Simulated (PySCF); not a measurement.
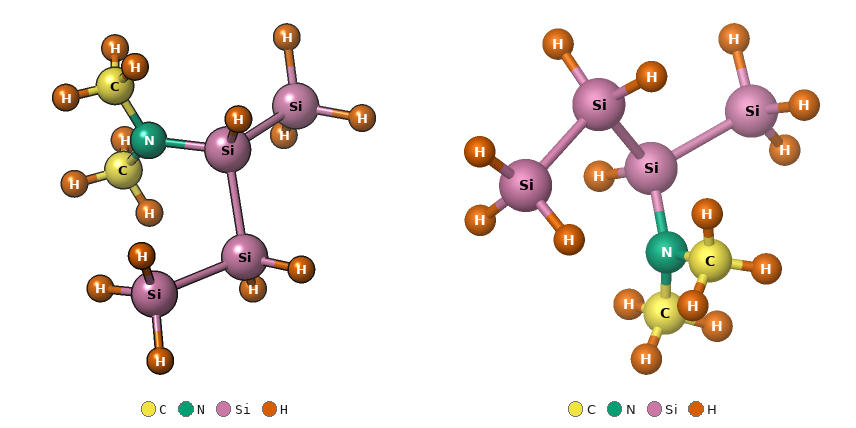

Two views of one molecule.

Describe the molecule.

It has 22 atoms: 2 carbon, 15 hydrogen, 1 nitrogen and 4 silicon (C₂H₁₅NSi₄). SMILES: `CN(C)[Si@H]([SiH3])[SiH2][SiH3]`. It has no ring. Among its groups: Si–H bond, Si–N bond. This geometry has C1 symmetry. Coordination, clear cases only: 2 C tetrahedral; 4 Si tetrahedral.

More results for the same structure follow; atom numbers are the same in all pictures, views and colours differ. The computed structure is the end point of a PBE0-D3(BJ)/def2-SVP optimisation. No frequency run is at hand to confirm it as a minimum.

**Charges**

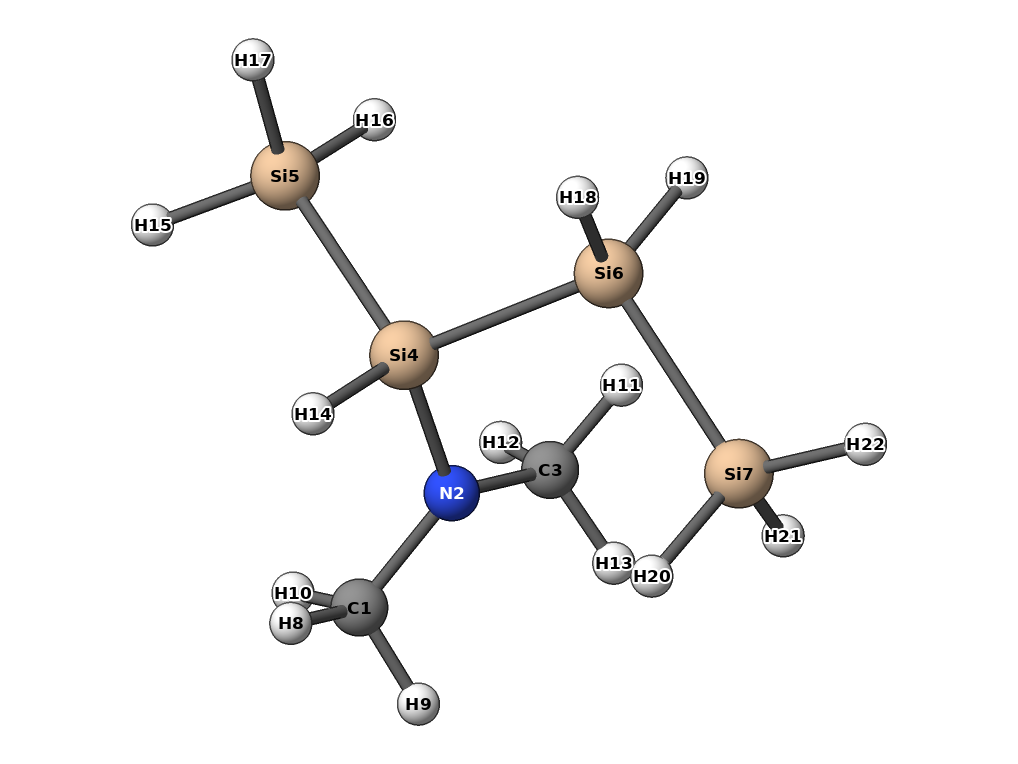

The questions are on IAO charges. No frequency run is at hand to confirm it as a minimum. Properties computed with PBE0/pcSseg-1 in chloroform (IEF-PCM) (PySCF 2.14.0).

**Which atom carries the highest charge (most positive or least negative)?**

Si4 (0.48 e).

**And the lowest?**

N2 (−0.49 e).

List the IAO charges.

```
atom  value (e)
  C1      −0.29
  N2      −0.49
  C3      −0.29
 Si4       0.48
 Si5       0.23
 Si6       0.12
 Si7       0.29
  H8       0.15
  H9       0.14
 H10       0.12
 H11       0.14
 H12       0.12
 H13       0.14
 H14      −0.10
 H15      −0.10
 H16      −0.10
 H17      −0.10
 H18      −0.08
 H19      −0.08
 H20      −0.09
 H21      −0.10
 H22      −0.10
```

**Dipole moment**

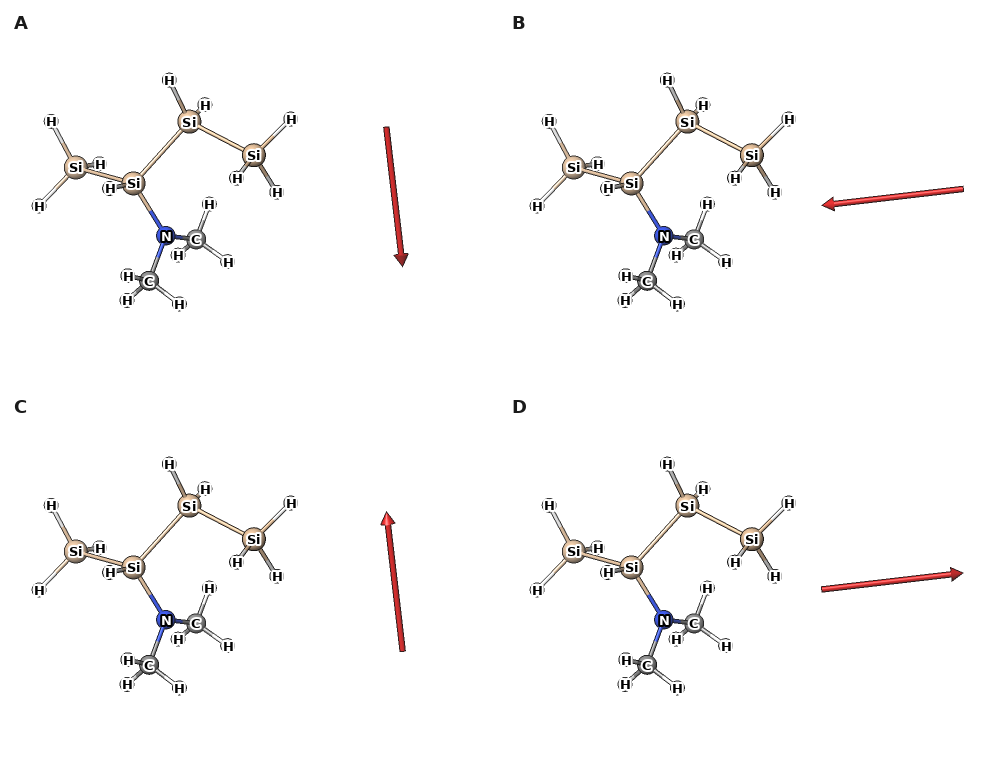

The same molecule four times, each with an arrow. No frequency run is at hand to confirm it as a minimum. Properties computed with PBE0/pcSseg-1 in chloroform (IEF-PCM) (PySCF 2.14.0).

**Which arrow points along the dipole moment, from the negative to the positive end?**

A. The dipole moment is 1.34 D.

**Quadrupole coupling**

No frequency run is at hand to confirm it as a minimum. Electric field gradients from the ground-state density, PBE0/pcSseg-1 in chloroform (IEF-PCM) (PySCF 2.14.0), non-relativistic apart from any core potentials.

Give the largest field-gradient component, the quadrupole coupling constant and the asymmetry for 14N at N2 (Q = 20.44 mb), 2H at H8 (Q = 2.86 mb), 2H at H9 (Q = 2.86 mb).

```
atom  V_zz (a.u.)  e²qQ/h (MHz)     η
  N2       −1.125         −5.40  0.30
  H8        0.287         0.193  0.08
  H9        0.279         0.188  0.06
```

**Bond orders**

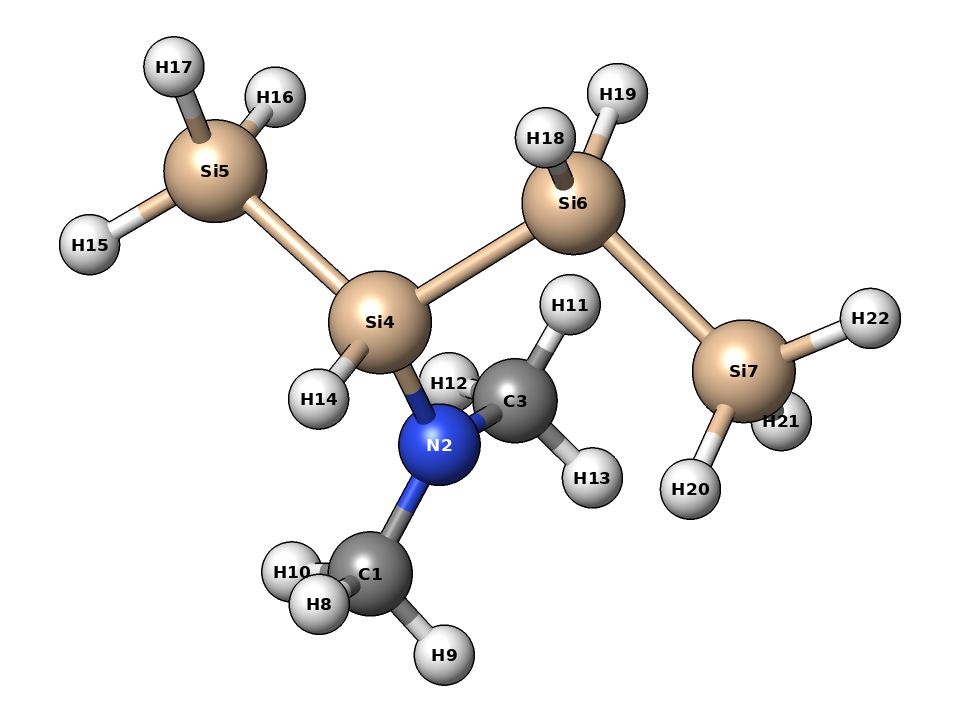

Every bond is drawn as one stick. No frequency run is at hand to confirm it as a minimum. Method: PBE0/pcSseg-1 (PySCF 2.14.0).

List the Mayer bond orders of C1–N2, N2–C3, N2–Si4, Si4–Si5, Si4–Si6, Si6–Si7 (bonds between heavy atoms, one of each equivalent set).

```
   bond  Mayer order  length (Å)
  C1–N2         0.96       1.442
  N2–C3         0.96       1.441
 N2–Si4         0.91       1.750
Si4–Si5         0.86       2.358
Si4–Si6         0.86       2.349
Si6–Si7         0.88       2.346
```
